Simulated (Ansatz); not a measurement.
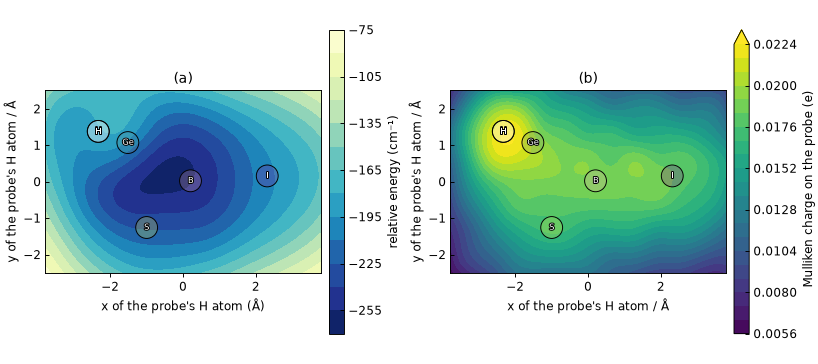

BGeH₂IS (SMILES I[B]1[S][GeH2]1) with the probe H. 
- The probe is moved over a plane parallel to the molecule's main plane, 3.78 Å above it.
- Coordinates scanned: (1) x of the probe's H atom; (2) y of the probe's H atom.
- Nothing is relaxed (molecule and probe rigid).
- The grid has 13 × 9 points.
- Points are written as (first, second).
- Energies: cm⁻¹, counted from molecule and probe far apart, each relaxed in its own basis (no counterpoise correction).
- The calculation used UKS PBE-D4/def2-SVPD in Ansatz 0.2.0.

Panel (a) is the energy and panel (b) the computed Mulliken charge on the probe on the same grid.

Drawn: filled contours, labelled circles for the molecule's atoms, projected on the plane. Between grid points the surface is interpolated.

### How does the Mulliken charge on the probe vary over the map, and what is it at the lowest grid point?

Leaving out the highest fifth of the energies, it runs from 0.01 e at (−3.78 Å, 0.00 Å) [nearest 1 H at 3.20 Å] to 0.02 e at (−2.52 Å, 1.26 Å) [nearest 1 H at 2.51 Å]. At the lowest grid point, (−0.63 Å, 0.00 Å) [nearest 1 H at 3.32 Å], it is 0.02 e.
